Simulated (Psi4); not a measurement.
# UTPSS/def2-SVPD (core potential) run of CH2NSn (SMILES N#[C][SnH2])

Aim: the vertical electron affinity of CH2NSn at UTPSS/def2-SVPD (core potential), from 2 runs. 

The results are computed with Psi4 1.11.

## (1) The system as given

CH2NSn: 5 atoms, total charge 0, spin state doublet. As SMILES, `N#[C][SnH2]`. The coordinates come from a PBE0-D4/def2-TZVP relaxation.

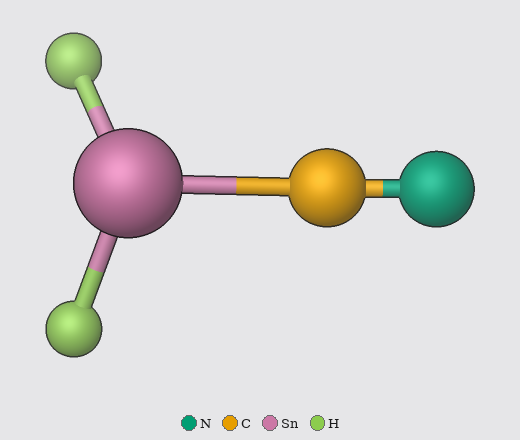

The structure, seen from a chosen angle (nitrogen teal, carbon amber, tin pink, hydrogen green).

## (2) A single-point energy at UTPSS/def2-SVPD (core potential)

The input, ch2nsn.py:

```python
import psi4

psi4.set_memory('2200 MB')
psi4.set_num_threads(1)
psi4.set_output_file('run.log', False)

m = psi4.geometry("""
0 2
N      1.57565364    -2.90205241     3.14752783
C      0.95620142    -1.60910180     1.50422200
Sn     0.01814137     0.62568832    -1.67486426
H     -3.11521352     0.07218754    -2.23743573
H      0.65951442     3.67438348    -0.81749552
units au
symmetry c1
""")

psi4.set_options({
    'basis': 'def2-SVPD',
    'reference': 'uks',
    'puream': True,
    'e_convergence': 1e-09,
    'd_convergence': 1e-08,
    'scf_type': 'pk',
    'dft_radial_points': 99,
    'dft_spherical_points': 590,
    'maxiter': 100,
})

result = psi4.energy('tpss', molecule=m)
print(f'tpss energy: {result:.10f} Eh')
for k, v in sorted(psi4.core.scalar_variables().items()):
    print(f'{k:45s} {v:18.10f}')
```

Launch:

```sh
$ python ch2nsn.py
```

run.log, shortened:

```text
[...]
    !!!  WARNING: ECP capability is in beta. Please check occupations closely.  !!!
[...]
  Running in c1 symmetry.
[...]
  Nuclear repulsion =   94.907877874130961
[...]
  Multiplicity = 2
[...]
  Nalpha       = 19
  Nbeta        = 18
[...]
    Number of basis functions: 88
[...]
   @UKS iter   1:  -307.89268126607101   -1.06496e+00   7.38538e-03 DIIS/ADIIS
[...]
   @UKS iter  14:  -308.14994181494097   -2.10321e-12   4.26229e-09 DIIS
[...]
   @S^2 Observed:                7.518054268E-01
[...]
    Orbital Energies [Eh]
    ---------------------
    Alpha Occupied:
       1A    -14.116911     2A    -10.023512     3A     -4.967269
       4A     -3.341009     5A     -3.338981     6A     -3.335825
       7A     -0.985956     8A     -0.983415     9A     -0.982627
      10A     -0.979646    11A     -0.979558    12A     -0.830758
      13A     -0.530563    14A     -0.395395    15A     -0.345270
      16A     -0.321373    17A     -0.309402    18A     -0.308117
      19A     -0.224214
    Alpha Virtual:
      20A     -0.047818    21A     -0.044686    22A     -0.035972
      23A     -0.006801    24A      0.017468    25A      0.020712
[...]
  @UKS Final Energy:  -308.14994181494097
   => Energetics <=
    Nuclear Repulsion Energy =             94.9078778741309605
    One-Electron Energy =                -690.6967521568915345
    Two-Electron Energy =                 318.5749905911795281
    DFT Exchange-Correlation Energy =     -30.9360581233598992
    Empirical Dispersion Energy =           0.0000000000000000
    VV10 Nonlocal Energy =                  0.0000000000000000
    Total Energy =                       -308.1499418149409735
[...]
 Multipole Moments:
 ------------------------------------------------------------------------------------
     Multipole            Electronic (a.u.)      Nuclear  (a.u.)        Total (a.u.)
 ------------------------------------------------------------------------------------
 L = 1.  Multiply by 2.5417464519 to convert [e a0] to [Debye]
 Dipole X            :         -6.7543051            6.3960812           -0.3582239
 Dipole Y            :         18.0643886          -17.1723876            0.8920010
 Dipole Z            :        -27.9328507           26.6182836           -1.3145671
 Magnitude           :                                                    1.6285198
[...]
```

Standard output:

```text
tpss energy: -308.1499418149 Eh
CURRENT ENERGY                                   -308.1499418149
CURRENT REFERENCE ENERGY                         -308.1499418149
DD SOLVATION ENERGY                                 0.0000000000
DFT FUNCTIONAL TOTAL ENERGY                      -308.1499418149
DFT TOTAL ENERGY                                 -308.1499418149
DFT VV10 ENERGY                                     0.0000000000
DFT XC ENERGY                                     -30.9360581234
GRID ELECTRONS ALPHA                               18.9999999165
GRID ELECTRONS BETA                                17.9999999540
GRID ELECTRONS TOTAL                               36.9999998705
NUCLEAR REPULSION ENERGY                           94.9078778741
ONE-ELECTRON ENERGY                              -690.6967521569
PCM POLARIZATION ENERGY                             0.0000000000
PE ENERGY                                           0.0000000000
SCF ITERATION ENERGY                             -308.1499418149
SCF ITERATIONS                                     14.0000000000
SCF TOTAL ENERGY                                 -308.1499418149
TWO-ELECTRON ENERGY                               318.5749905912
XC GRID RADIAL POINTS                              99.0000000000
XC GRID SPHERICAL POINTS                          590.0000000000
XC GRID TOTAL POINTS                           281408.0000000000
```

Run time: 2 min. Hardware: 1 thread of AMD EPYC 7R43 (Zen 3), shared host; peak memory 1.1 GiB.

## (3) The singlet anion, same level

The input, calc.in:

```
memory 2200 MB

molecule {
  -1 1
  N      0.833800    -1.535700     1.665600
  C      0.506000    -0.851500     0.796000
  Sn     0.009600     0.331100    -0.886300
  H     -1.648500     0.038200    -1.184000
  H      0.349000     1.944400    -0.432600
  symmetry c1
}

set basis def2-SVPD
set puream true
set e_convergence 1e-09
set d_convergence 1e-08
set scf_type pk
set dft_radial_points 99
set dft_spherical_points 590

E, wfn = energy("tpss", return_wfn=True)
```

Launch:

```sh
$ psi4 -n 1 calc.in calc.out
```

calc.out, shortened:

```text
[...]
    !!!  WARNING: ECP capability is in beta. Please check occupations closely.  !!!
[...]
  Running in c1 symmetry.
[...]
  Nuclear repulsion =   94.907877767547262
[...]
  Multiplicity = 1
[...]
  Nalpha       = 19
  Nbeta        = 19
[...]
    Number of basis functions: 88
[...]
   @RKS iter   1:  -307.80243461717373   -9.71656e-01   8.89930e-03 DIIS/ADIIS
[...]
   @RKS iter  12:  -308.22535892110193   -3.12639e-12   5.67518e-09 DIIS
[...]
    Orbital Energies [Eh]
    ---------------------
    Doubly Occupied:
       1A    -13.922258     2A     -9.833929     3A     -4.715555
       4A     -3.089945     5A     -3.087040     6A     -3.082500
       7A     -0.736297     8A     -0.733569     9A     -0.727242
      10A     -0.725800    11A     -0.724380    12A     -0.642177
      13A     -0.304638    14A     -0.187452    15A     -0.139513
      16A     -0.132083    17A     -0.123282    18A     -0.109420
      19A      0.023801
[...]
  @RKS Final Energy:  -308.22535892110193
   => Energetics <=
    Nuclear Repulsion Energy =             94.9078777675472622
    One-Electron Energy =                -699.0147365355542206
    Two-Electron Energy =                 327.0424628541413199
    DFT Exchange-Correlation Energy =     -31.1609630072362513
    Empirical Dispersion Energy =           0.0000000000000000
    VV10 Nonlocal Energy =                  0.0000000000000000
    Total Energy =                       -308.2253589211019289
[...]
 Multipole Moments:
 ------------------------------------------------------------------------------------
     Multipole            Electronic (a.u.)      Nuclear  (a.u.)        Total (a.u.)
 ------------------------------------------------------------------------------------
 L = 1.  Multiply by 2.5417464519 to convert [e a0] to [Debye]
 Dipole X            :         -6.8631165            6.3960812           -0.4670353
 Dipole Y            :         17.9916543          -17.1723876            0.8192667
 Dipole Z            :        -27.4588770           26.6182836           -0.8405934
 Magnitude           :                                                    1.2632962
[...]
```

Wall time 55 s (1 thread of AMD EPYC 7R43 (Zen 3), shared host); peak memory 1.1 GiB.

## (4) Outcome

Level: UTPSS/def2-SVPD (core potential).

| quantity | value |
| --- | --- |
| doublet CH2NSn: total energy | -308.14994 Eh |
| doublet CH2NSn: dipole moment | 4.14 D |
| doublet CH2NSn: HOMO energy (highest over α and β) | -6.10 eV |
| doublet CH2NSn: LUMO energy (lowest over α and β) | -4.80 eV |
| doublet CH2NSn: ⟨S²⟩ | 0.752 |
| singlet anion: total energy | -308.22536 Eh |
| singlet anion: HOMO energy | 0.65 eV |
| singlet anion: LUMO energy | 3.63 eV |
| singlet anion: HOMO–LUMO gap (to an unbound level, set by the basis) | 2.98 eV |
| vertical electron affinity (to the singlet anion) | 2.052 eV |

What this shows: At fixed nuclei the extra electron is bound by 2.05 eV (198 kJ/mol). The HOMO (singlet anion) lies at positive energy, 0.65 eV, as semi-local functionals often give for anions; only total energies tell whether the electron is bound.
